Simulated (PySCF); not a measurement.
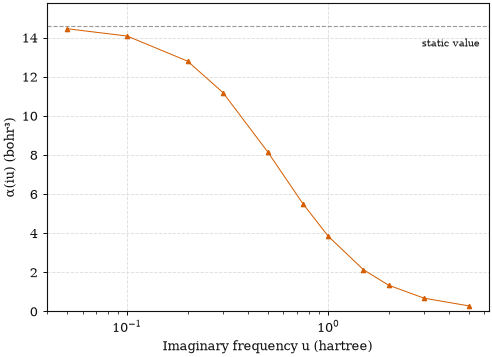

Dipole polarisability at imaginary frequency of neutral chlorine ([Ne] 3s² 3p⁵). Coupled response at the LC-wPBE level; PySCF, x2c-QZVPPall plus 1 diffuse shell for each l, spin-free X2C-1e, unrestricted single determinants, no spin-orbit coupling.

> What follows from the curve?

The static dipole polarisability is 14.6 bohr³ (the recommended value is 14.6); α(iu) falls to half of it near u = 0.57 hartree. The Casimir–Polder integral gives C₆ = 92.0 hartree bohr⁶ for two such species.
